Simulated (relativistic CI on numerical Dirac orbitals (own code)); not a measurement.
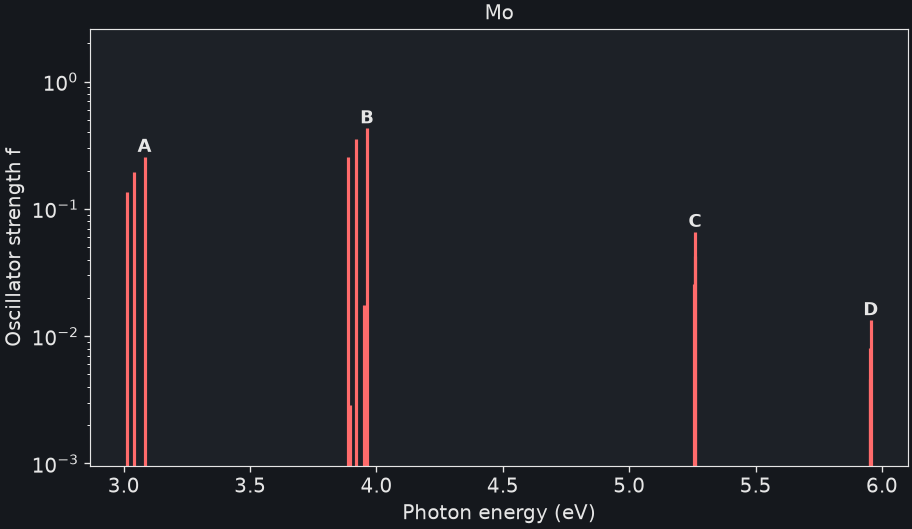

The plot shows absorption lines from the lowest level (oscillator strengths f) for the Mo atom. Method of calculation: Dirac CI, KLI exchange-only orbitals, Breit term, model QED, valence Slater integrals scaled by 0.85, configurations shifted onto measured levels (in-house radial CI code).

Q: Which transitions are the lettered lines?

A: A: 4d⁵ 5p ⁷P°₄ ← 4d⁵ 5s ⁷S₃, 3.082 eV, f = 0.26; B: 4d⁴ 5s 5p ⁷P°₄ ← 4d⁵ 5s ⁷S₃, 3.963 eV, f = 0.43; C: 4d⁵ 6p ⁷P°₄ ← 4d⁵ 5s ⁷S₃, 5.260 eV, f = 0.066; D: 4d⁵ 7p ⁷P°₄ ← 4d⁵ 5s ⁷S₃, 5.956 eV, f = 0.013. The strongest, B, lies in the ultraviolet region.

Note: shifts are fitted to measured levels, configurations with none paired borrow a shift and can be misplaced by tens of thousands of cm⁻¹; rates and lifetimes follow the computed energies and can be off by orders of magnitude; one shift a configuration: terms inside it, and wavelengths, can be off by thousands of cm⁻¹; only a limited list of configurations is included, so lower levels can be missing; only lines among the lowest 400 of 9954 levels are drawn, so those from 4d⁵ 5p, 4d⁴ 5s 5p, 4d⁵ 4f and 4d⁵ 6p are incomplete.
